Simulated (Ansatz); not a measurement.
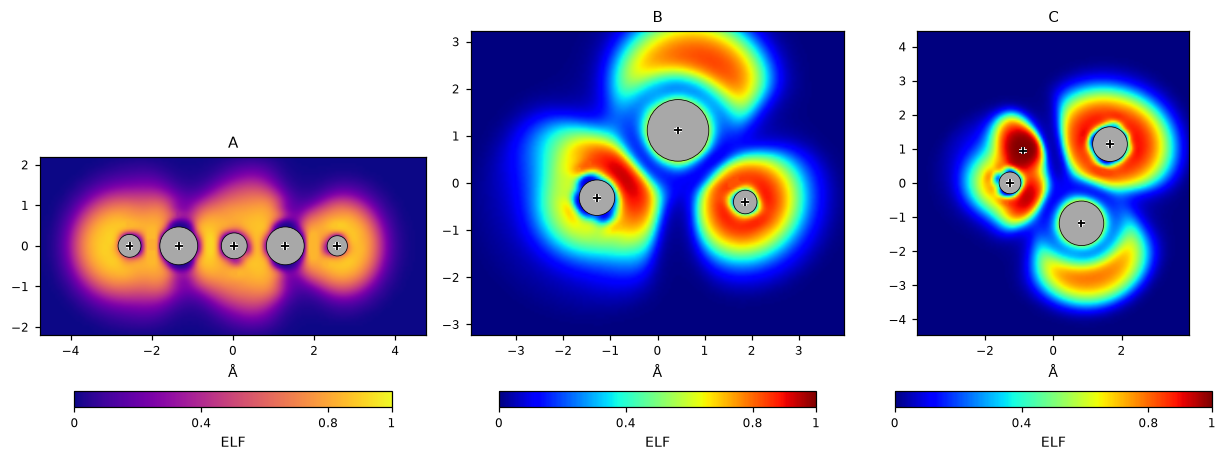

The electron localisation function of 3 systems, each on a plane through atoms (crosses mark nuclei in the plane; grey discs cover the cores).

Level of theory: isolated molecule in a Gaussian basis; Kohn-Sham density functional theory, functional PBE0 (Ansatz 0.2.0).

System 1: CH$_{2}$FSn (SMILES [CH2]=[Sn-][F]) (charge −1, triplet), the plane of atoms C1, Sn3 and F2. Geometry: r2SCAN-D4/def2-SVPD; core potentials replace the inner electrons of Sn; the highest occupied orbital lies above zero, a sign that basis and functional describe the outermost electron poorly.

```xyz
5

C     0.8320   -1.1200   -0.0266
F    -1.7698   -0.1464    1.4540
Sn   -1.2002   -0.3441   -0.5414
H     1.0761   -2.1895    0.1017
H     1.7230   -0.4836    0.1177
```

System 2: B$_{2}$FNO (SMILES O=B/N=B/F), a plane that holds the molecular axis. Geometry: B3LYP-D3(BJ)/def2-SVP.

```xyz
5

B     0.0000    0.0000   -1.3368
B     0.0000    0.0000    1.2875
F     0.0000    0.0000    2.5694
N     0.0000    0.0000    0.0302
O     0.0000    0.0000   -2.5503
```

System 3: ClGeH$_{6}$NSn (SMILES [NH3+][Sn-]([Cl])[GeH3]), the plane of atoms Cl1, Sn4 and N3. Geometry: PBE0-D3(BJ)/def2-SVP; core potentials replace the inner electrons of Sn.

```yaml
atoms:
  - { symbol: Cl, position_ang: [0.3240, 0.1102, -1.4791] }
  - { symbol: Ge, position_ang: [-0.7965, -2.7814, 0.4454] }
  - { symbol: N, position_ang: [-2.0575, -1.6426, -2.5532] }
  - { symbol: Sn, position_ang: [0.2012, -2.2946, -2.0236] }
  - { symbol: H, position_ang: [-2.3204, -1.6470, -3.5383] }
  - { symbol: H, position_ang: [-1.9844, -0.6691, -2.2398] }
  - { symbol: H, position_ang: [-2.7955, -2.0961, -2.0142] }
  - { symbol: H, position_ang: [-2.1547, -2.0429, 0.6217] }
  - { symbol: H, position_ang: [0.1198, -2.2707, 1.5781] }
  - { symbol: H, position_ang: [-1.0997, -4.2705, 0.7596] }
```

Q: Which map belongs to which system?

A: Panel A is system 2, B$_{2}$FNO: the plane holds B, F, N and O. B–O (1.21 Å): the ELF peaks at about 0.80 between the atoms: a polar covalent bond. Panel B is system 1, CH$_{2}$FSn: the plane holds C, F and Sn. Sn–F (2.08 Å): the ELF peaks at about 0.80 in the valence shell of F, 0.6 Å from its nucleus, and drops to about 0.10 between the two atoms. Panel C is system 3, ClGeH$_{6}$NSn: the plane holds Cl, N, Sn and H. Sn–N (2.41 Å): the ELF peaks at about 0.95 in the valence shell of N, 0.6 Å from its nucleus, and drops to about 0.15 between the two atoms.
